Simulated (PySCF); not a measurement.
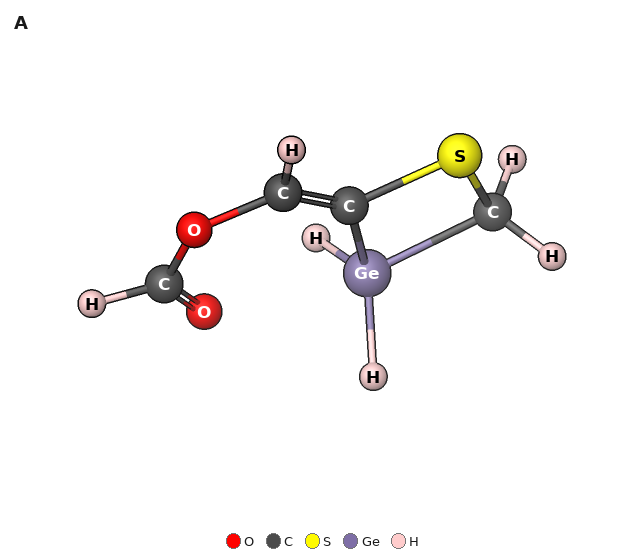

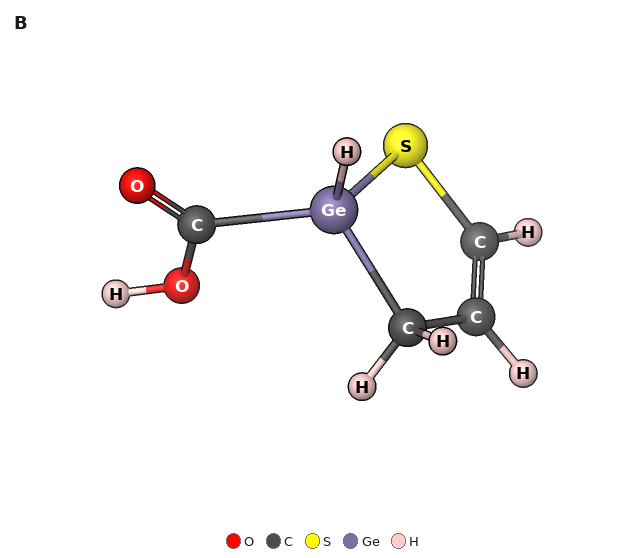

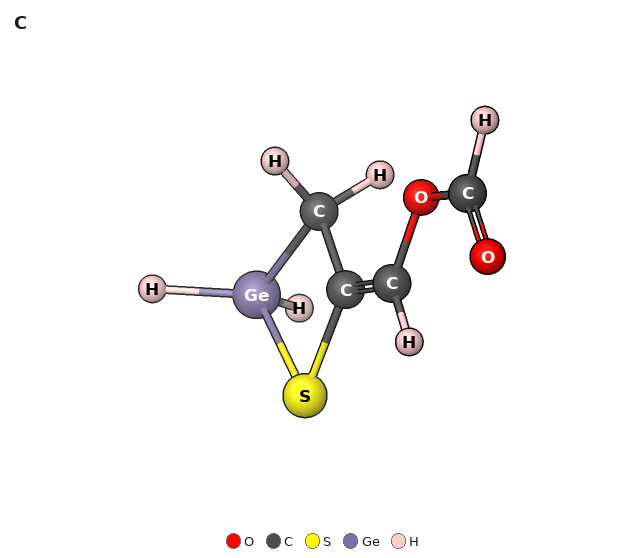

3 stationary structures of one formula. Geometries: GFN2-xTB. Electronic energies: CAM-B3LYP/def2-SVPD (PySCF 2.14.0), without zero-point energy. No frequency run is at hand to confirm each as a minimum. Each is one conformer, not always the lowest.

Are they conformers, stereoisomers or constitutional isomers?

Answer. They are constitutional isomers of C4H6GeO2S: A `O=CO/C=[C]1/S[CH2][GeH2]1`, B `O=[C](O)[Ge@H]1[CH2]C=C[S]1`, C `O=CO/C=C1\[CH2][GeH2][S]1`.

Which structure is the most stable?

Answer. B is lowest; C lies 100.4 kJ/mol above it, A lies 179.9 kJ/mol above it.

The geometry is semi-empirical. Around Ge such bond lengths and angles can be off by a tenth of an ångström or more and by several degrees, and values that hang on the shape move with them.
